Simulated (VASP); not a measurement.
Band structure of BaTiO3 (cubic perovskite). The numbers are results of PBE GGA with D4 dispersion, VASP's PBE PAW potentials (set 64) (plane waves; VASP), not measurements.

Unless said otherwise, spin-orbit coupling is left out, though it shifts the bands of the heavy elements here.

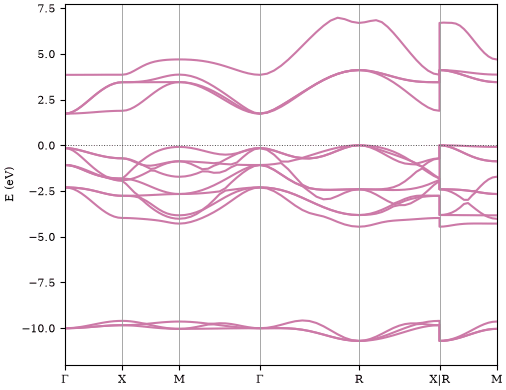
Fig. 1. Bands along high-symmetry lines, zero at the valence-band maximum or, without a gap, the Fermi level

### Question
Read the plot: is there a gap, and where are the band edges?

### Answer
The gap is indirect, 1.73 eV, from the valence maximum at R to the conduction minimum at Γ. (Edges off the drawn lines would not show.)

Measured: gap 3.20 eV (computed value off by -1.47 eV), as given by Yu-ichiro Matsushita et al., Physical Review B (2011), arXiv:1104.2769.

The compound is BaTiO3 in the cubic perovskite structure, the ideal cubic form; the compound distorts at low or room temperature. It was relaxed first.
